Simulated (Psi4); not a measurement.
# SnH3Cl (SMILES [Cl][SnH3]), run twice

Wanted: the charge distribution of SnH3Cl, HF/def2-QZVP (density fitting, core potential).

The results are computed with Psi4 1.11.

2 further runs of the same task are left out: 1 that didn't finish, 1 set aside as unsound or not needed.

## (1) The system as given

SnH3Cl: 5 atoms, total charge 0, spin state singlet. As SMILES, `[Cl][SnH3]`. The shape is that of a PBE0-D4/def2-TZVP optimisation.

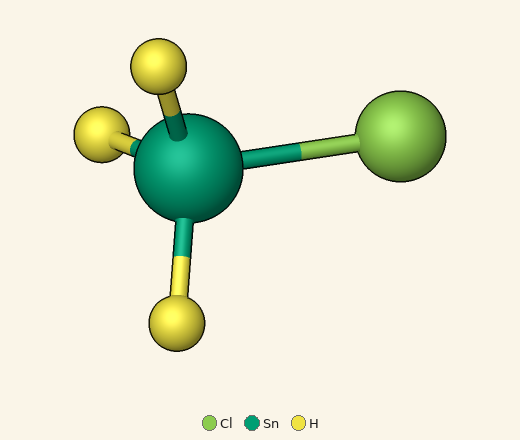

The structure, seen from a chosen angle (chlorine green, tin teal, hydrogen yellow).

## (2) The input as first written

job.in

```
memory 1600 mb

molecule mol {
  0 1
  Cl
  Sn 1 r2
  H 2 r3 1 a3
  H 2 r4 3 a4 1 d4
  H 2 r5 3 a5 4 d5

  r2 = 2.333742
  r3 = 1.700008
  a3 = 106.05414
  r4 = 1.700058
  a4 = 112.6596
  d4 = 115.59198
  r5 = 1.699993
  a5 = 112.66156
  d5 = 128.81151
  units angstrom
  symmetry c1
}

set {
  basis def2-QZVP
  docc [23]
}

result, w = energy("hf", return_wfn=True)
oeprop(w, "QUADRUPOLE", "MAYER_INDICES", "NO_OCCUPATIONS", "DIPOLE")
```

On the command line:

```sh
$ psi4 -n 1 job.in job.out
```

job.out:

```text
Psi4 1.11 release

   => Loading Basis Set <=

    Name: DEF2-QZVP
    Role: ORBITAL
    Keyword: BASIS

    !!!  WARNING: ECP capability is in beta. Please check occupations closely.  !!!

RuntimeError:
Fatal Error: Got 23 alpha electrons, expected 21.
DOCC and SOCC must specify the occupation of all electrons or none.

Printing out the relevant lines from the Psithon --> Python processed input file:
      symmetry c1
    ""","mol")
    core.IO.set_default_namespace("mol")
    core.set_global_option("BASIS", "def2-QZVP")
    core.set_global_option("DOCC", [23])
--> result, w = energy("hf", return_wfn=True)
    oeprop(w, "QUADRUPOLE", "MAYER_INDICES", "NO_OCCUPATIONS", "DIPOLE")

!----------------------------------------------------------------------------------!
!                                                                                  !
! Fatal Error: Got 23 alpha electrons, expected 21.                                !
! DOCC and SOCC must specify the occupation of all electrons or none.              !
!                                                                                  !
!----------------------------------------------------------------------------------!

    Psi4 run time: 0:00:00.17
```

Run time: 0.99 s. Hardware: 1 thread of Intel Xeon 6975P-C (Granite Rapids), shared host; peak memory 0.14 GiB.

## (3) Diagnosis

The program refused the input.

The log says `Fatal Error: Got 23 alpha electrons, expected 21.`. What is wrong: the orbital occupation or active space doesn't match the electron count or the lowest state. To mend it: docc at its default in place of (23).

## (4) Second attempt

input.dat

```
memory 1600 MB

molecule mol {
  0 1
  Cl
  Sn 1 r2
  H 2 r3 1 a3
  H 2 r4 3 a4 1 d4
  H 2 r5 3 a5 4 d5

  r2 = 2.333742
  r3 = 1.700008
  a3 = 106.05414
  r4 = 1.700058
  a4 = 112.6596
  d4 = 115.59198
  r5 = 1.699993
  a5 = 112.66156
  d5 = 128.81151
  symmetry c1
}

set {
  basis def2-QZVP
}

e, wfn = energy('scf', return_wfn=True)
oeprop(wfn, 'QUADRUPOLE', 'MAYER_INDICES', 'NO_OCCUPATIONS', 'DIPOLE', title='SCF')
print_variables()
```

On the command line:

```sh
$ psi4 -n 1 input.dat output.dat
```

output.dat:

```text
[...]
    !!!  WARNING: ECP capability is in beta. Please check occupations closely.  !!!
[...]
  Running in c1 symmetry.
[...]
  Nuclear repulsion =  114.226510920853656
[...]
  Multiplicity = 1
[...]
  Nalpha       = 21
  Nbeta        = 21
[...]
    Number of basis functions: 242
[...]
   @DF-RHF iter   1:  -674.58177085945374   -1.61032e+00   1.84320e-03 DIIS/ADIIS
[...]
   @DF-RHF iter   7:  -674.65138818245885   -3.38136e-07   8.51494e-07 DIIS
[...]
    Orbital Energies [Eh]
    ---------------------
    Doubly Occupied:
       1A   -104.810182     2A    -10.536109     3A     -8.002885
       4A     -8.001799     5A     -8.001799     6A     -5.893921
       7A     -4.085631     8A     -4.082179     9A     -4.082178
      10A     -1.358056    11A     -1.352282    12A     -1.352281
      13A     -1.346056    14A     -1.346055    15A     -1.058312
      16A     -0.686181    17A     -0.491319    18A     -0.491314
      19A     -0.483026    20A     -0.435390    21A     -0.435386
[...]
  @DF-RHF Final Energy:  -674.65138818245885
   => Energetics <=
    Nuclear Repulsion Energy =            114.2265109208536558
    One-Electron Energy =               -1241.0909820896563360
    Two-Electron Energy =                 452.2130829863438635
    Total Energy =                       -674.6513881824589589
[...]
 Multipole Moments:
 ------------------------------------------------------------------------------------
     Multipole            Electronic (a.u.)      Nuclear  (a.u.)        Total (a.u.)
 ------------------------------------------------------------------------------------
 L = 1.  Multiply by 2.5417464519 to convert [e a0] to [Debye]
 Dipole X            :          0.0002463           -0.0001769            0.0000694
 Dipole Y            :          0.0000475           -0.0000261            0.0000214
 Dipole Z            :         33.0561763          -31.9996091            1.0565672
 Magnitude           :                                                    1.0565672
 L = 2.  Multiply by 1.3450342976 to convert [e a0^2] to [Debye ang]
 Quadrupole XX       :        -44.3079743           14.2971850          -30.0107892
 Quadrupole XY       :          0.0001882           -0.0001275            0.0000607
[...]
```

It took 4.5 s on 1 thread of Intel Xeon 6975P-C (Granite Rapids), shared host; peak memory 0.44 GiB.

## (5) What came out

Level: HF/def2-QZVP (density fitting, core potential).

```
     quantity          value
 total energy  -674.65139 Eh
dipole moment         2.69 D
  HOMO energy      -11.85 eV
  LUMO energy        1.47 eV
HOMO–LUMO gap       13.31 eV
```
